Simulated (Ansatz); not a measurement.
System: ZrBiBr.

```
Bi Zr Br
1.0
     7.12097    0.00000    0.00000
     0.00000    0.00000    3.38848
     0.00000  -15.67973    0.00000
Bi Zr Br
4 4 4
Direct
  0.06185 0.25000 0.85562
  0.93815 0.75000 0.14438
  0.56185 0.25000 0.64438
  0.43815 0.75000 0.35562
  0.77424 0.25000 0.00117
  0.22576 0.75000 0.99883
  0.27424 0.25000 0.49883
  0.72576 0.75000 0.50117
  0.43236 0.25000 0.10077
  0.56764 0.75000 0.89923
  0.93236 0.25000 0.39923
  0.06764 0.75000 0.60077
```

Space group Pnma; built by placing these elements on a known structure type.

Level of theory: DFT, PAW plane waves, PBE in Ansatz 0.2.0.

What can the converged valence pseudo-density and electron localisation function tell about the bonding?

Answer. Zr–Bi (3.07 Å): the density is about 0.26 e/Å³ at the midpoint; the ELF reaches about 0.55 near the midpoint.
Zr–Br (2.89 Å): ρ at the midpoint is about 0.25 e/Å³; the ELF is about 0.30 at the midpoint.
Bader's partition of the density gives Bi −0.63, Zr +1.32 and Br −0.69 e.

What Bader charges does the calculation give?

Answer. Electrons move from Zr towards Bi and Br. Bader charges: Bi −0.63, Zr +1.32 and Br −0.69 e.

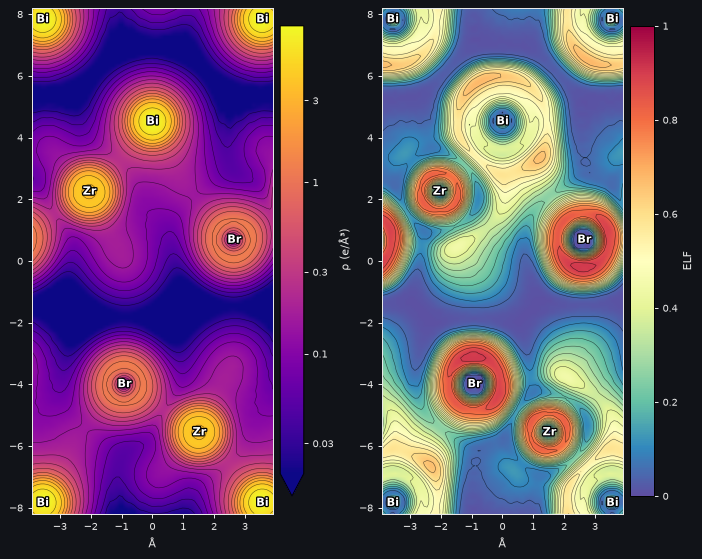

Computed valence pseudo-density and electron localisation function on the (010) plane of the conventional cell, in this order. 

Core electrons are frozen (PAW), and the valence fields are smoothed inside the atomic spheres.
